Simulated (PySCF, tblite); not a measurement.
**SiH₃O₂ radical, a cluster model of a defect (Si site with back bonds O, O, [H]): EPR parameters**

Wanted: the EPR parameters for `O[SiH]O`. It is drawn as: dangling bond.

Computed with tblite 0.8.0 and PySCF 2.14.0; each step states its level. No surroundings beyond the atoms listed, unless a continuum is named. Atoms count from 0, parts from 1.

### Step 1. The system as given

6 atoms, charge 0, multiplicity 2; geometry: distance geometry start.

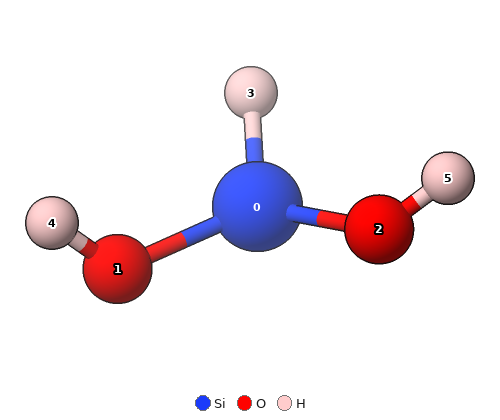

The starting geometry (silicon blue, oxygen red, hydrogen pink), atoms numbered.

### Step 2. Geometry optimisation with GFN2-xTB

The job: settings as JSON, then the geometry in Å.

```
{"job": {"kind": "relax", "xc": "GFN2-xTB", "basis": "xTB"}, "charge": 0, "multiplicity": 2}
Si    -1.131678     0.523182     0.142496
O     -0.765840    -1.029177     0.937186
O      0.260559     1.511293    -0.299739
H     -2.268657     1.212978     0.638266
H     -0.815603    -1.185356     1.911015
H      0.256249     2.465532    -0.389643
```

Level: GFN2-xTB geometry optimisation, gas phase.

Started as:

```sh
$ OMP_NUM_THREADS=1 python cluster_run.py task.json out
```

The driver reads the jobs from task.json and runs them one after another.

The program printed:

```text
step      E/eV     max force
  0    -309.86178    3.134
  1    -310.13153    2.002
  2    -310.33251    1.669
  3    -310.37444    0.882
  4    -310.43327    0.825
  5    -310.46825    0.715
  6    -310.49539    0.675
  7    -310.52352    0.648
  8    -310.53883    0.567
  9    -310.55852    0.538
 10    -310.57398    0.515
 11    -310.58467    0.364
 12    -310.59218    0.254
 13    -310.59533    0.176
 14    -310.59785    0.203
 15    -310.60407    0.399
 16    -310.61275    0.678
 17    -310.62277    0.669
 18    -310.63312    0.232
 19    -310.63732    0.289
 20    -310.63998    0.506
 21    -310.64443    0.344
 22    -310.65017    0.567
 23    -310.65779    0.294
 24    -310.66677    0.206
 25    -310.67202    0.197
 26    -310.67300    0.105
 27    -310.67417    0.119
 28    -310.67594    0.119
 29    -310.67717    0.086
 30    -310.67773    0.080
 31    -310.67785    0.039
 32    -310.67793    0.033
 33    -310.67819    0.058
 34    -310.67853    0.090
 35    -310.67896    0.101
 36    -310.67925    0.077
 37    -310.67937    0.038
 38    -310.67944    0.025
 39    -310.67960    0.029
 40    -310.67978    0.043
 41    -310.67986    0.013
 42    -310.67987    0.014
 43    -310.67988    0.007
```

It took 0.36 s on 1 thread of Arm Neoverse V1, shared host.

Along the way: (not every step is listed)

```
step  energy from step 0 (eV)  largest force (eV/Å)
   0                   0.0000                3.1344
   1                  -0.2697                2.0025
   2                  -0.4707                1.6681
   3                  -0.5127                0.8820
   4                  -0.5715                0.8242
   5                  -0.6065                0.7154
   6                  -0.6336                0.6751
   7                  -0.6617                0.6484
   8                  -0.6771                0.5661
  11                  -0.7229                0.3636
  14                  -0.7361                0.2025
  17                  -0.7610                0.6687
  20                  -0.7782                0.5061
  23                  -0.7960                0.2933
  26                  -0.8112                0.1053
  29                  -0.8154                0.0857
  32                  -0.8161                0.0337
  35                  -0.8172                0.1009
  38                  -0.8177                0.0251
  39                  -0.8178                0.0290
  40                  -0.8180                0.0432
  41                  -0.8181                0.0131
  42                  -0.8181                0.0136
  43                  -0.8181                0.0070
```

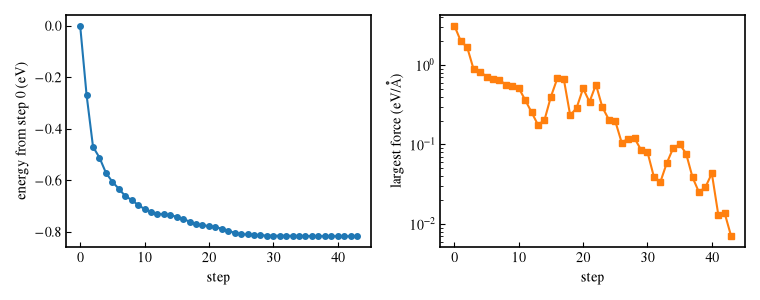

Energy and largest force along the relaxation.

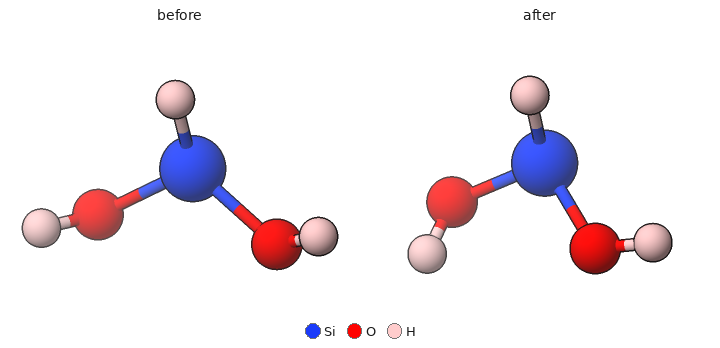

Before and after, at one scale.

Close pairs (by a distance rule), those that changed most:

```
  bond  before (Å)  after (Å)  change (Å)
Si0–O1       1.782      1.618      -0.163
Si0–O2       1.764      1.646      -0.118
Si0–H3       1.419      1.459      +0.039
 O1–H4       0.988      0.959      -0.029
 O2–H5       0.958      0.951      -0.008
```

### Step 3. Relaxing the molecule at PBE0-D3(BJ)/def2-SVP

The job: settings as JSON, then the geometry in Å.

```
{"job": {"xc": "PBE0", "basis": "def2-SVP", "d3": "d3bj", "grid": 2, "kind": "geom", "shake": 0.01}, "charge": 0, "multiplicity": 2}
Si    -0.465680    -0.145339    -0.462267
O     -0.236266    -1.454711     0.416992
O      0.883187     0.750524    -0.349090
H     -1.566602     0.665248     0.054078
H      0.400088    -1.426378     1.127433
H      1.006315     1.578651    -0.810236
```

The program printed:

```text
step   0  E = -441.27130396  max force = 0.035850
step   1  E = -441.27677499  max force = 0.002651
step   2  E = -441.27686937  max force = 0.001390
step   3  E = -441.27716097  max force = 0.002761
step   4  E = -441.27754729  max force = 0.005770
step   5  E = -441.27768183  max force = 0.009751
step   6  E = -441.27828281  max force = 0.003692
step   7  E = -441.27869205  max force = 0.002615
step   8  E = -441.27883644  max force = 0.001346
step   9  E = -441.27886080  max force = 0.000521
step  10  E = -441.27888307  max force = 0.000582
step  11  E = -441.27890598  max force = 0.001258
step  12  E = -441.27892441  max force = 0.001244
step  13  E = -441.27893125  max force = 0.000566
step  14  E = -441.27893216  max force = 0.000126
optimisation converged
```

Run time: 32 s. Hardware: 1 thread of Arm Neoverse V1, shared host; peak memory 0.33 GiB.

Along the way:

```
step  energy from step 0 (eV)  largest force component (eV/Å)
   0                   0.0000                          1.8435
   1                  -0.1489                          0.1363
   2                  -0.1514                          0.0715
   3                  -0.1594                          0.1420
   4                  -0.1699                          0.2967
   5                  -0.1736                          0.5014
   6                  -0.1899                          0.1899
   7                  -0.2010                          0.1345
   8                  -0.2050                          0.0692
   9                  -0.2056                          0.0268
  10                  -0.2062                          0.0299
  11                  -0.2069                          0.0647
  12                  -0.2074                          0.0640
  13                  -0.2075                          0.0291
  14                  -0.2076                          0.0065
```

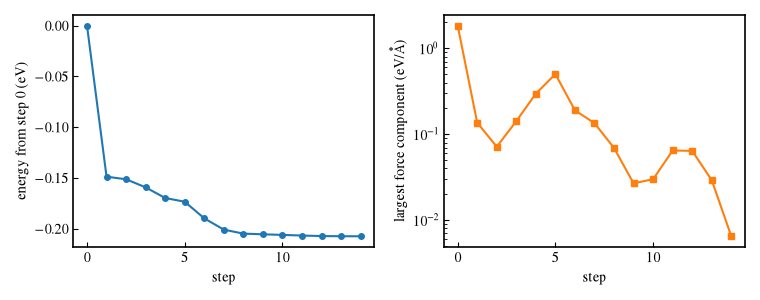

Energy and largest force along the relaxation.

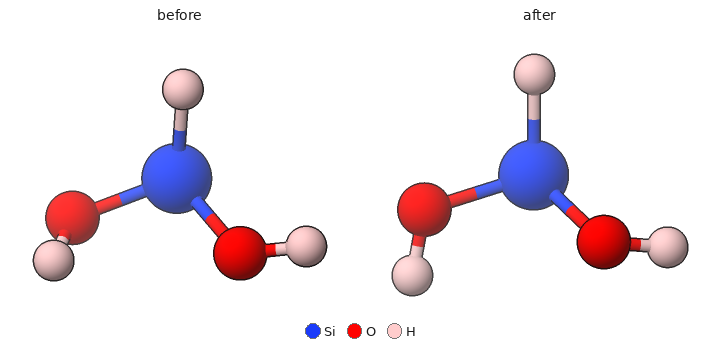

Before and after, at one scale.

Distances of close pairs at the start and the end, largest changes first:

```
  bond  before (Å)  after (Å)  change (Å)
Si0–O1       1.594      1.660      +0.066
Si0–O2       1.623      1.671      +0.048
Si0–H3       1.461      1.502      +0.041
 O1–H4       0.954      0.963      +0.008
 O2–H5       0.956      0.962      +0.006
```

The final coordinates are the input of the step that follows.

```
                         at the end point                 value
  point group (found at 0.08 Å tolerance)                    C1
rotational constants (GHz, main isotopes)  25.739, 7.623, 6.139
                        dipole moment (D)                  2.13
                                     ⟨S²⟩                 0.752
```

### Step 4. EPR parameters: B3LYP/IGLO-III+pcH-1

The job: settings as JSON, then the geometry in Å.

```
{"job": {"kind": "epr"}, "charge": 0, "multiplicity": 2}
Si    -0.456802    -0.098458    -0.393050
O     -0.266182    -1.281135     0.755462
O      0.821090     0.968007    -0.242617
H     -1.775189     0.535566    -0.052568
H      0.590355    -1.719751     0.775680
H      1.039161     1.480068    -1.027035
```

Method: UKS B3LYP, IGLO-III on O Si, pcH-1 on H, non-relativistic, mean-field spin-orbit, GIAO.

The program printed:

```text
UKS, coarse grid
  cycle   1  E = -441.68273222  |g| = 7.72e-01
  cycle   2  E = -441.07507803  |g| = 1.46e+00
  cycle   3  E = -441.88663113  |g| = 6.91e-02
  cycle   4  E = -441.88893399  |g| = 1.70e-02
  cycle   5  E = -441.88907933  |g| = 4.07e-03
  cycle   6  E = -441.88908622  |g| = 9.81e-04
UKS, final grid
  cycle   1  E = -441.88914203  |g| = 1.12e-03
  cycle   2  E = -441.88914126  |g| = 1.89e-03
  cycle   3  E = -441.88914246  |g| = 1.97e-04
  cycle   4  E = -441.88914247  |g| = 2.79e-05
  cycle   5  E = -441.88914247  |g| = 2.85e-05
E = -441.88914247 Eh   <S^2> = 0.7518 (exact 0.7500)
g shifts (ppm)      1          2          3
  rmc          -172       -172       -172
  gc             73         59         12
  oz_so       -1456       -433         71
  total       -1555       -545        -89
hyperfine (MHz)  atom isotope    a_iso     a_fc   dipolar eigenvalues
    0  29Si    -689.35    -690.42   -129.09     62.93     66.15
    1   17O     -10.82     -10.80    -29.86     14.42     15.44
    2   17O     -17.89     -17.87    -33.57     16.01     17.56
    3    1H     221.00     221.00     -5.64     -1.20      6.84
    4    1H      -5.38      -5.41     -8.93     -3.89     12.82
    5    1H      -4.14      -4.15    -10.59     -4.09     14.68
```

Run time: 9.5 s. Hardware: 1 thread of Arm Neoverse V1, shared host; peak memory 0.42 GiB.

Principal g values 2.00076, 2.00177, 2.00223; g(iso) = 2.00159, against 2.00232 for a free electron.

Hyperfine couplings, nucleus by nucleus at this fixed geometry (no averaging over rotations):

```
nuclei  isotope  a(iso) (MHz)  a(iso) (G, at g = 2.0023)  largest dipolar term (MHz)
   Si0     29Si        -689.3                     -246.0                      -129.1
    H3       1H         221.0                       78.9                         6.8
    O2      17O         -17.9                       -6.4                       -33.6
    O1      17O         -10.8                       -3.9                       -29.9
    H4       1H          -5.4                       -1.9                        12.8
    H5       1H          -4.1                       -1.5                        14.7
```

Mulliken spin populations:

```
atom  value (e)
 Si0       0.80
  O1       0.04
  O2       0.04
  H3       0.11
  H4       0.00
  H5       0.00
```

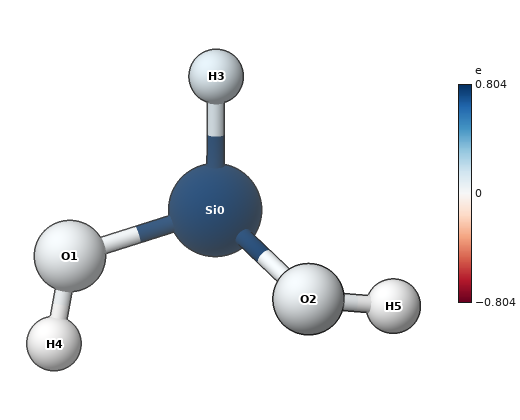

Mulliken spin populations, as colours on the atoms.

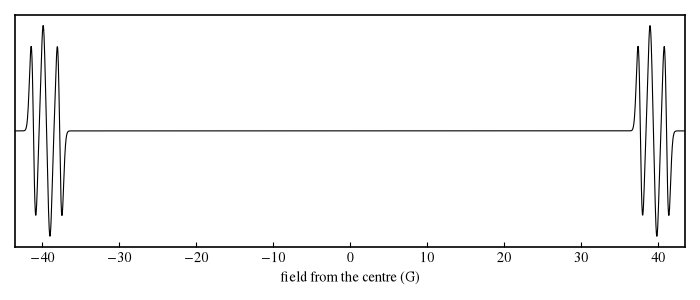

First-order isotropic spectrum (first derivative, main isotopes with spin only, couplings over 0.8 MHz, Gaussian width 0.3 G; couplings of the frozen geometry, rotation of groups not averaged beyond the rows shown).

### Step 5. g tensor and hyperfine couplings: BHandHLYP/IGLO-III+pcH-1

Settings changed since step 4:

```diff
@@ -1,2 +1,2 @@
-{"job": {"kind": "epr"}, "charge": 0, "multiplicity": 2}
+{"job": {"kind": "epr", "xc": "BHandHLYP"}, "charge": 0, "multiplicity": 2}
 Si    -0.456802    -0.098458    -0.393050
```

Method: UKS BHandHLYP, IGLO-III on O Si, pcH-1 on H, non-relativistic, mean-field spin-orbit, GIAO.

The program printed:

```text
UKS, coarse grid
  cycle   1  E = -441.64194285  |g| = 6.36e-01
  cycle   2  E = -441.55737846  |g| = 8.14e-01
  cycle   3  E = -441.78816802  |g| = 3.34e-02
  cycle   4  E = -441.78889156  |g| = 9.07e-03
  cycle   5  E = -441.78895924  |g| = 4.37e-03
  cycle   6  E = -441.78896980  |g| = 2.27e-03
  cycle   7  E = -441.78897347  |g| = 4.35e-04
UKS, final grid
  cycle   1  E = -441.78900828  |g| = 2.62e-04
  cycle   2  E = -441.78900835  |g| = 2.47e-04
  cycle   3  E = -441.78900838  |g| = 8.92e-05
  cycle   4  E = -441.78900840  |g| = 2.27e-05
  cycle   5  E = -441.78900840  |g| = 6.47e-06
E = -441.78900840 Eh   <S^2> = 0.7531 (exact 0.7500)
g shifts (ppm)      1          2          3
  rmc          -173       -173       -173
  gc             73         60         10
  oz_so       -1498       -423         81
  total       -1598       -536        -82
hyperfine (MHz)  atom isotope    a_iso     a_fc   dipolar eigenvalues
    0  29Si    -724.53    -725.59   -135.53     65.42     70.11
    1   17O     -15.68     -15.65    -28.81     13.86     14.95
    2   17O     -21.98     -21.96    -32.51     15.41     17.10
    3    1H     222.44     222.44     -5.43     -0.88      6.31
    4    1H      -6.80      -6.82     -8.88     -4.00     12.89
    5    1H      -5.05      -5.06    -10.56     -4.23     14.79
```

Wall time 10 s (1 thread of Arm Neoverse V1, shared host); peak memory 0.43 GiB.

In short: g(iso) 2.00158.

### Step 6. Side by side: EPR parameters

g, ⟨S²⟩ and isotropic hyperfine couplings (MHz), with basis size and wall time:

```
                     run   g(iso)   ⟨S²⟩  29Si Si0  1H H3  17O O2  17O O1  1H H4  functions   time
    B3LYP/IGLO-III+pcH-1  2.00159  0.752    -689.3  221.0   -17.9   -10.8   -5.4        144  9.5 s
BHandHLYP/IGLO-III+pcH-1  2.00158  0.753    -724.5  222.4   -22.0   -15.7   -6.8        144   10 s
```

### Step 7. Summary of results

```
                            quantity                    value
                         point group                       C1
rotational constants (main isotopes)    25.74, 7.62, 6.14 GHz
                      g(iso) (B3LYP)                  2.00159
                                ⟨S²⟩       0.752 (exact 0.75)
                      largest a(iso)  29Si on Si0, -689.3 MHz
```

**Reading.** Relaxing lowered the energy by 0.208 eV in 14 steps; the close pair that moved most is Si0–O1, from 1.594 to 1.660 Å (PBE0/def2-SVP). Most of the unpaired spin sits on Si0 (0.80 e). The isotropic g lies 0.7 ppt below the free-electron value. The coupling of 29Si on Si0 runs from -724.5 (BHandHLYP/IGLO-III+pcH-1) to -689.3 MHz (B3LYP/IGLO-III+pcH-1).
